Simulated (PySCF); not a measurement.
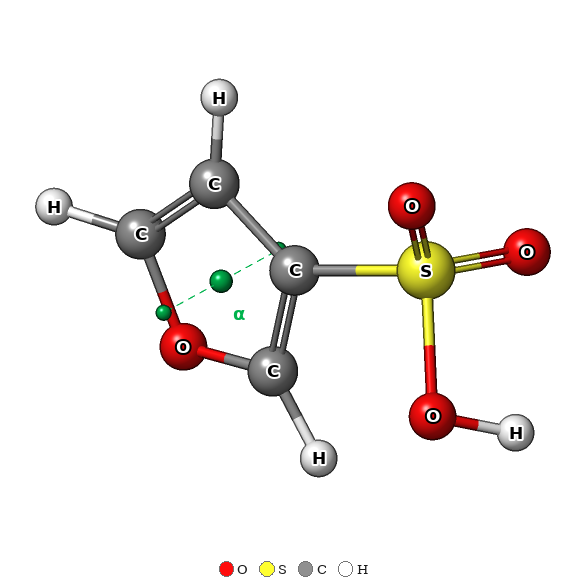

The small points mark where nucleus-independent chemical shifts (NICS) were computed: at the centre of each lettered ring and 1 Å above and below it. Geometry: a frame of a GFN2-xTB molecular-dynamics simulation, not a minimum. Method: GIAO PBE0/pcSseg-1 NMR shielding, non-relativistic, gas phase (PySCF 2.14.0).

Give NICS(0), NICS(1) and the out-of-plane component NICS(1)zz for each ring (means of the two sides).

```csv
ring,members,NICS(0),NICS(1),NICS(1)zz
α,C4O,−13.1,−10.9,−27.7
```

Values in ppm.

> What do the values say about the ring currents?

Ring α: diatropic, as in an aromatic ring. NICS is one index among several.
